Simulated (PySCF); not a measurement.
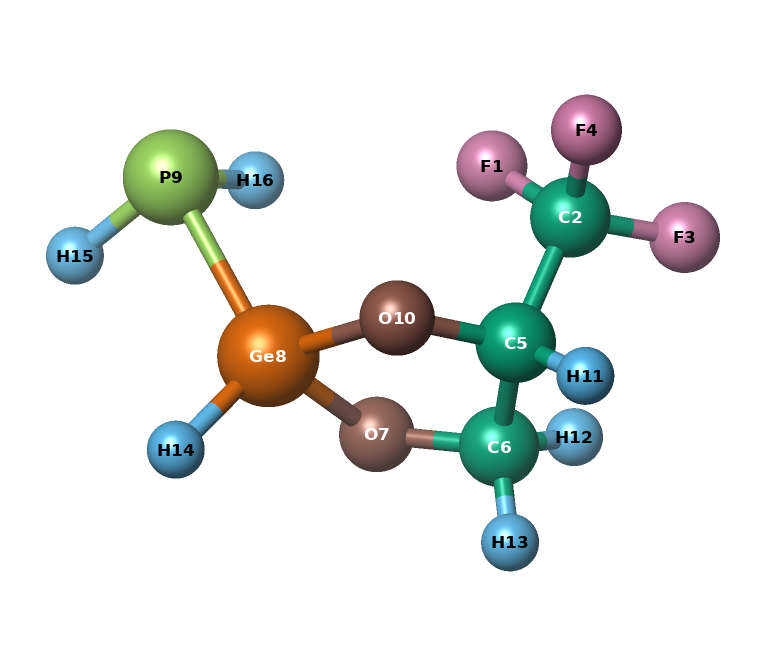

The atoms are numbered. The geometry was computed by an optimisation with PBE0-D3(BJ)/def2-SVP. No frequency run is at hand to confirm it as a minimum.

Estimate the angles F3–C2–F4, F3–C2–C5, C5–C6–O7, C5–C6–H12, C5–O10–Ge8, C6–C5–H11, O7–C6–H13, O7–Ge8–P9, O7–Ge8–H14, Ge8–P9–H15, Ge8–P9–H16, O10–C5–H11.

```json
{"angle": "F3–C2–F4", "degrees": "108.0"}
{"angle": "F3–C2–C5", "degrees": "110.8"}
{"angle": "C5–C6–O7", "degrees": "109.6"}
{"angle": "C5–C6–H12", "degrees": "110.8"}
{"angle": "C5–O10–Ge8", "degrees": "109.7"}
{"angle": "C6–C5–H11", "degrees": "110.0"}
{"angle": "O7–C6–H13", "degrees": "110.7"}
{"angle": "O7–Ge8–P9", "degrees": "112.9"}
{"angle": "O7–Ge8–H14", "degrees": "113.3"}
{"angle": "Ge8–P9–H15", "degrees": "91.3"}
{"angle": "Ge8–P9–H16", "degrees": "91.5"}
{"angle": "O10–C5–H11", "degrees": "109.7"}
```
